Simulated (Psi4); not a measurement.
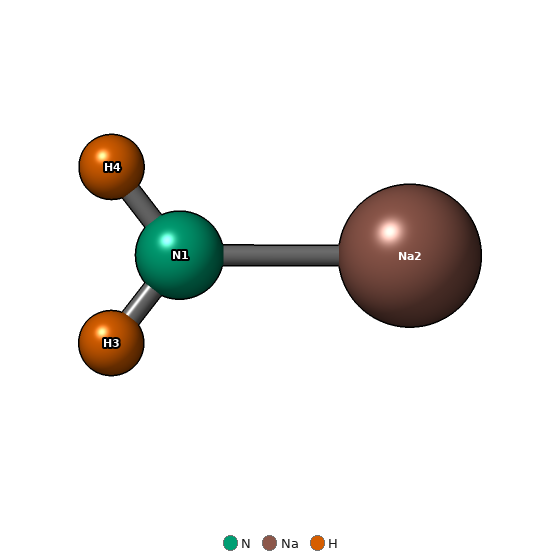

Geometry used (NaNH₂, SMILES [NH2][Na], singlet).

Unscaled harmonic wavenumbers and double-harmonic intensities, HF/6-31G(d,p) in Psi4 1.11, at a geometry relaxed at this level, isolated molecule. Lorentzian lines of 24 cm⁻¹ full width. Close modes add up in the curve.

Which lines are the most intense, and is the structure a minimum?

The most intense lines lie at 259.8 cm⁻¹ (129.2 km/mol), 375.7 cm⁻¹ (120.4 km/mol) and 535.0 cm⁻¹ (58.9 km/mol). It has no imaginary mode, so it is a minimum.

| cm⁻¹ | km/mol |
| --- | --- |
| 259.8 | 129.2 |
| 375.7 | 120.4 |
| 535.0 | 58.9 |
| 1684.0 | 3.4 |
| 3679.3 | 38.6 |
| 3750.9 | 26.0 |

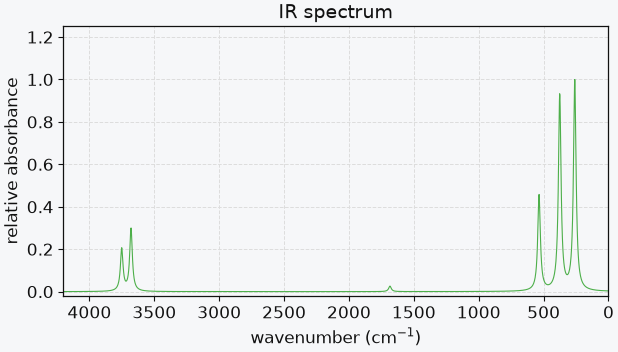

Caveats: double-zeta basis; Hartree-Fock puts harmonic wavenumbers well above measured bands, often by about a tenth and by far more where static correlation matters.
